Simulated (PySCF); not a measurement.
# H2 (hydrogen): the cost of one run

Programs: PySCF 2.14.0, with density-fitted response routines of our own. Each step states its level of theory. These are calculated values for one molecule in the gas phase, unless marked as measured. Atoms count from 0, in the outputs and in this text.

## Step 1: Starting geometry

2 atoms, charge 0, multiplicity 1; geometry from: GFN2-xTB. The atoms were then displaced at random by about 0.01 Å, so the start is not that level's minimum.

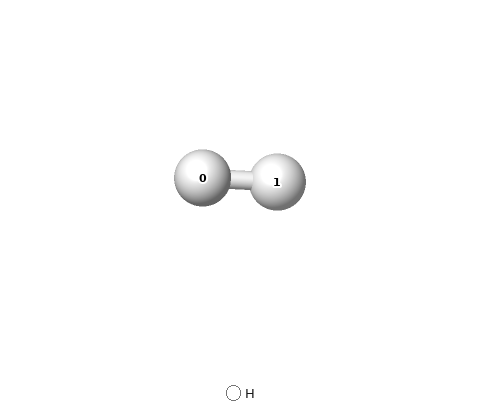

The starting geometry (hydrogen white), atoms numbered.

## Step 2: Optimising the geometry at PBE0-D3(BJ)/def2-SVP

What the job is given:

```
{"job": {"xc": "PBE0", "basis": "def2-SVP", "d3": "d3bj", "grid": 1, "shake": 0.01, "kind": "geom"}, "charge": 0, "multiplicity": 1}
H      0.410080    -0.028950     0.001950
H     -0.392590     0.000140    -0.014070
```

Run with:

```
OMP_NUM_THREADS=1 python probes_run.py task.json out
```

The driver reads the jobs from task.json and runs them one after another.

Q: Estimate the wall time of this first job on 1 thread of Arm Neoverse N1, shared host.

About 1.1 s.
